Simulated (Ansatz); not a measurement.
**GeH₃Se: phonon calculation**

GeH₃Se, multiplicity 2, computed with UKS BLYP/def2-mTZVP (Ansatz 0.2.0).

It belongs to a series of runs on one base structure; here: vibrations at the highest image of the band. Figures and captions count atoms from 1; the log counts them from 0 in places.

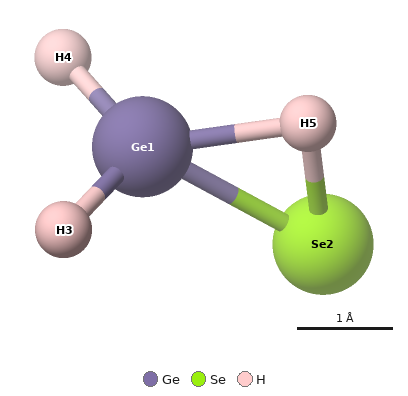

Fig. 1: The structure (ball-and-stick view, seen at a tilt; atoms are numbered from 1 in the order of the input). Sticks mark near contacts. Bond lengths as drawn: Ge–H 1.55 to 1.77 Å, Ge–Se 2.38 Å and H–Se 1.77 Å.

## Input
```yaml
crystal:
  periodic: [false, false, false]
  atoms:
    - { symbol: Ge, position_ang: [-0.241426, -0.369764, 0.066685] }
    - { symbol: Se, position_ang: [1.044257, 1.457044, -0.744379] }
    - { symbol: H, position_ang: [0.349348, -1.791072, -0.153051] }
    - { symbol: H, position_ang: [-1.783087, -0.267221, -0.105683] }
    - { symbol: H, position_ang: [0.681008, 0.897312, 0.895029] }
magnetization:
  spin_polarized: true
  initial_magnetization: 1
basis:
  gaussian: { orbitals: def2-mTZVP }
hamiltonian:
  xc: blyp
phonons: {}
```

Run as:
```bash
ansatz run input.yaml --threads 2 --pin off --max-ram 3072MiB --backend cpu --events-out ev --progress --plain --runs-dir out
```

## The program's output
```
Engine: ansatz 0.2.0, aarch64-unknown-linux-gnu
Functional definition: BLYP
  parameter beta = 0.0042
  parameter a = 0.04918
  parameter b = 0.132
  parameter c = 0.2533
  parameter d = 0.349
  exchange = b88_x(beta = beta)
  correlation = lyp_c(a = a, b = b, c = c, d = d)
845 factors; their error is unknown
mean field evaluation 1: about -121916.2090 eV, gradient 2.1e1 eV
mean field evaluation 2: about -121915.1809 eV, gradient 2.8e1 eV
mean field evaluation 4: about -121917.3201 eV, gradient 2.5e0 eV
mean field evaluation 8: about -121917.3639 eV, gradient 4.6e-2 eV
mean field evaluation 16: about -121917.3232 eV, gradient 2.6e-5 eV
mean field -121917.32322959 eV, -4480.3789901576 hartree, gradient 2.6e-5 eV, S^2 0.752747; 1 other end points of the search recorded, 0 dependent functions left out
the calculation of the forces begins
reference -121917.32350824 eV, -4480.3790003977 hartree; 35, 34 occupied and 46, 47 virtual orbitals, 845 factors
these checks for a lower state are left out or cut short: stability, starts, cluster_reference, orbital_swaps, neighbouring_geometries, increment
845 factors; their error is unknown
mean field -121917.32314534 eV, -4480.3789870615 hartree, gradient 2.2e-6 eV, S^2 0.752742; 0 other end points of the search recorded, 0 dependent functions left out
[... from here on the field's lines of each further geometry are left out, up to the last ...]
the calculation of the forces begins
reference -121917.32349437 eV, -4480.3789998880 hartree; 35, 34 occupied and 46, 47 virtual orbitals, 845 factors
these checks for a lower state are left out or cut short: stability, starts, cluster_reference, orbital_swaps, neighbouring_geometries, increment
845 factors; their error is unknown
mean field -121917.32321456 eV, -4480.3789896054 hartree, gradient 2.2e-6 eV, S^2 0.752734; 0 other end points of the search recorded, 0 dependent functions left out
the calculation of the forces begins
reference -121917.32349321 eV, -4480.3789998455 hartree; 35, 34 occupied and 46, 47 virtual orbitals, 845 factors
WARN: phonons: modes at or below zero, which the zero-point energy, F, S and C_V leave out: 1, the lowest at -1187.50 cm⁻¹. A minimum has none, and a first-order saddle one
Total energy: -121917.32350824 eV, -4480.3790003977 hartree
Atom 0 at    -0.241426    -0.369764     0.066685 Å, force    -0.005859    -0.008739     0.000521 eV/Å
Atom 1 at     1.044257     1.457044    -0.744379 Å, force     0.004662     0.005205    -0.002248 eV/Å
Atom 2 at     0.349348    -1.791072    -0.153051 Å, force     0.001120     0.002430     0.000603 eV/Å
Atom 3 at    -1.783087    -0.267221    -0.105683 Å, force    -0.000216     0.000760     0.000913 eV/Å
Atom 4 at     0.681008     0.897312     0.895029 Å, force     0.000293     0.000343     0.000211 eV/Å
Dipole moment:    -0.201891    -0.286895     0.126712 e Å
Vibrations: -1187.50 279.36 347.53 493.35 502.26 790.94 1416.99 1986.54 2039.47 cm⁻¹, zero-point energy 0.487037 eV
```

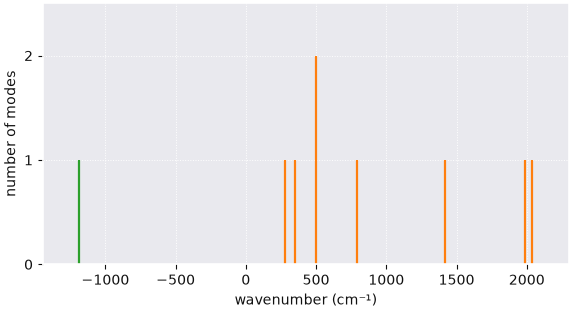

Fig. 2: Harmonic vibrational wavenumbers from the force constants; neighbouring modes closer than 15 cm⁻¹ are counted in one stick, and imaginary ones are drawn at negative wavenumbers. 9 modes from 1187i to 2039 cm⁻¹, 1 imaginary beyond 8i (1187i cm⁻¹): a first-order saddle point, if the geometry is stationary.

## Results in brief

- outcome: converged
- total energy: −121917.3235 eV
- mean-field energy: −121917.3235 eV
- ⟨S²⟩: 0.753
- largest force (length of the vector): 0.011 eV/Å
- hardware: 2 threads of Arm Neoverse V1, 24 GiB of memory available, shared host
- wall time: 29 s (CPU time 56 s)
- peak memory: 0.14 GiB
